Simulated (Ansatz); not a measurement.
# C$_{3}$H$_{12}$InP (SMILES [CH3][In-]([CH3])([CH3])[PH3+]): what the fields show

The calculation's input:

```
crystal:
  periodic: [false, false, false]
  atoms:
    - {symbol: C, position_ang: [-0.560420, 1.177159, -1.918875]}
    - {symbol: In, position_ang: [0.395932, -0.147159, -0.482741]}
    - {symbol: C, position_ang: [2.198850, 0.515562, 0.537587]}
    - {symbol: C, position_ang: [-0.099898, -2.264928, -0.496514]}
    - {symbol: P, position_ang: [-1.375667, 0.510295, 1.683185]}
    - {symbol: H, position_ang: [-0.046343, 1.108930, -2.881014]}
    - {symbol: H, position_ang: [-0.516772, 2.217960, -1.591720]}
    - {symbol: H, position_ang: [-1.604883, 0.902572, -2.079857]}
    - {symbol: H, position_ang: [2.149814, 1.578314, 0.783263]}
    - {symbol: H, position_ang: [2.367765, -0.050320, 1.455981]}
    - {symbol: H, position_ang: [3.065354, 0.363594, -0.111042]}
    - {symbol: H, position_ang: [0.145744, -2.737873, 0.456477]}
    - {symbol: H, position_ang: [0.473370, -2.771679, -1.277034]}
    - {symbol: H, position_ang: [-1.159596, -2.424677, -0.705640]}
    - {symbol: H, position_ang: [-2.765438, 0.283163, 1.564946]}
    - {symbol: H, position_ang: [-1.218651, -0.100404, 2.947887]}
    - {symbol: H, position_ang: [-1.468160, 1.839091, 2.155211]}
basis:
  gaussian: {orbitals: def2-TZVPP}
hamiltonian: {xc: pbe0, dispersion: d4}
output: {orbitals: {seedname: orbitals}}
```

Launched as:

```sh
ansatz run in.yaml --threads 4 --pin off --events-out ev --progress --plain --max-ram 11315MiB
```

Geometry: PBE0-D4/def2-TZVP; core potentials replace the inner electrons of In.

Level of theory: RKS PBE0-D4/def2-TZVPP (Ansatz).

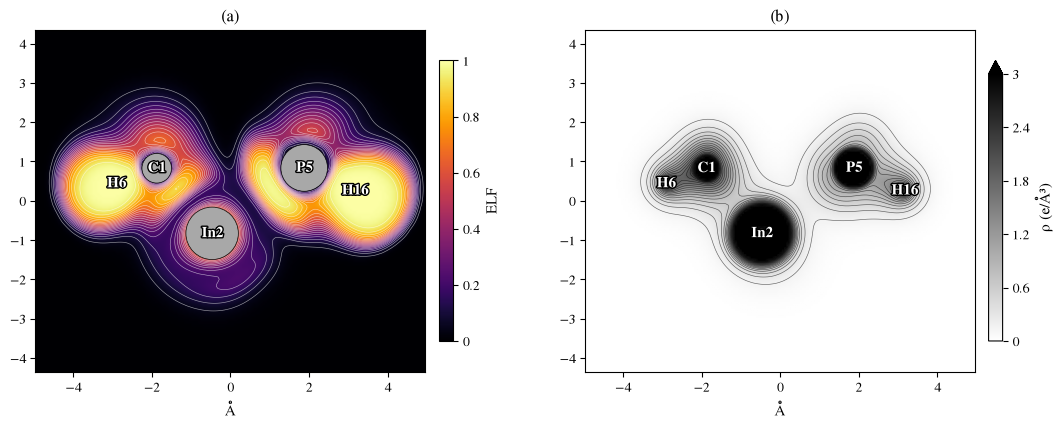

Figure 1. (a) electron localisation function; (b) electron density on the plane of atoms In2, P5 and H16. Grey discs cover the atomic cores in the ELF map.

### What do the fields say about this system?

The section cuts through C, In, P and H sites.
C–In (2.18 Å): ρ at the midpoint is about 0.65 e/Å³; the ELF peaks at about 0.90 in the valence shell of C, 0.7 Å from its nucleus, and drops to about 0.20 between the two atoms.
In–P (2.87 Å): ρ is about 0.24 e/Å³ halfway; the ELF peaks at about 1 in the valence shell of P, 1.0 Å from its nucleus, and drops to about 0.10 between the two atoms.
C–H (1.09 Å): ρ at the midpoint is about 1.9 e/Å³; the ELF climbs to about 1 towards the hydrogen, as it does in any bond to H; an ordinary covalent bond to hydrogen.
P–H (1.41 Å): the density is about 1.1 e/Å³ at the midpoint; the ELF climbs to about 1 towards the hydrogen.

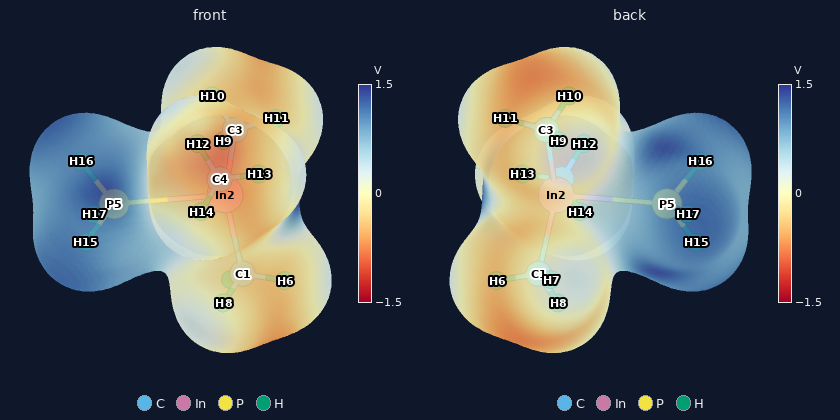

Figure 2. The electrostatic potential painted on the density surface at 0.002 e/bohr³, seen from the front and from behind; red is negative and blue positive.

### Where is the surface potential most negative and most positive?

The most negative region (about −0.8 V) lies over C1, C3 and C4, the most positive (about +1.4 V) over In2 and P5.

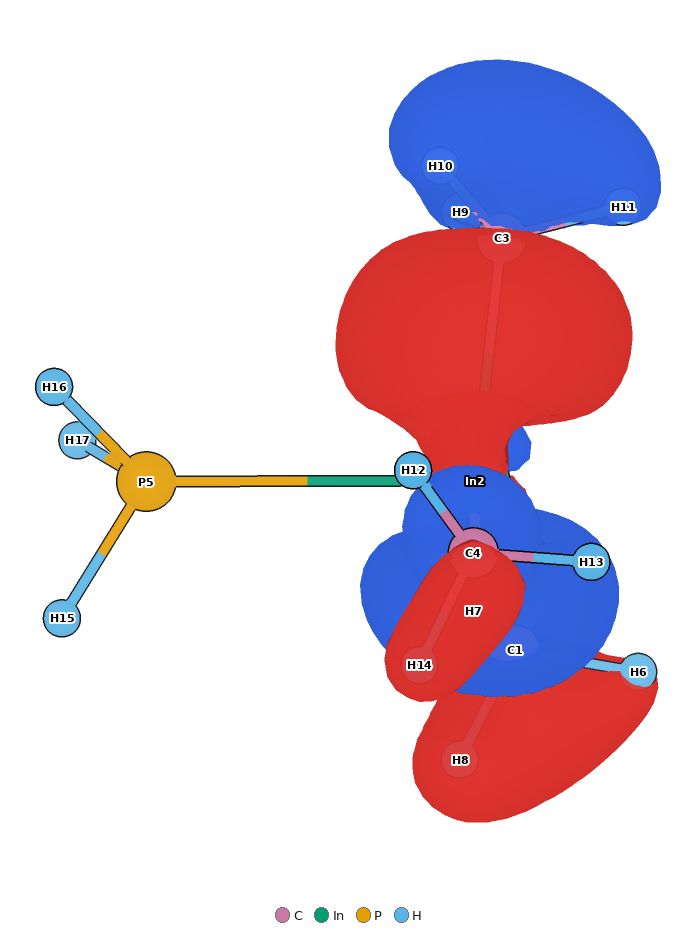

Figure 3. The HOMO at ±0.1 Å⁻³ᐟ² (red and blue are the two phases), seen across its widest extent.

### What is the character of this orbital?

It lies mainly on C3 (about 35 %), In2 (about 25 %) and C1 (about 20 %). It is one of a degenerate set, so its orientation is arbitrary. Its energy is −6.63 eV.
